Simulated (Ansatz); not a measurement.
```yaml
crystal:
  periodic: [false, false, false]
  atoms:
    - {symbol: F, position_ang: [0.686867, 1.170676, 0.162973]}
    - {symbol: C, position_ang: [0.149967, -0.066714, 0.076580]}
    - {symbol: Br, position_ang: [-1.517885, -0.013410, -0.840287]}
    - {symbol: H, position_ang: [0.807725, -0.713598, -0.500416]}
    - {symbol: H, position_ang: [-0.049735, -0.451517, 1.074615]}
basis:
  gaussian: {orbitals: def2-TZVPP}
correlation: {method: ccsd_t}
```

Geometry: moved along internal coordinates away from the minimum.

Describe the molecule in this file.

The molecule is CH2BrF. SMILES: `FCBr`. Among its groups: C–F bond, C–Br bond. Coordination: 1 C tetrahedral.

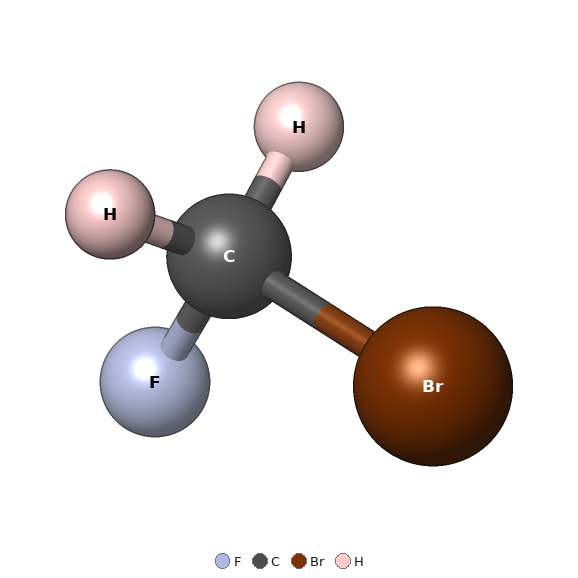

Simulated data, not a measurement (program: Ansatz).
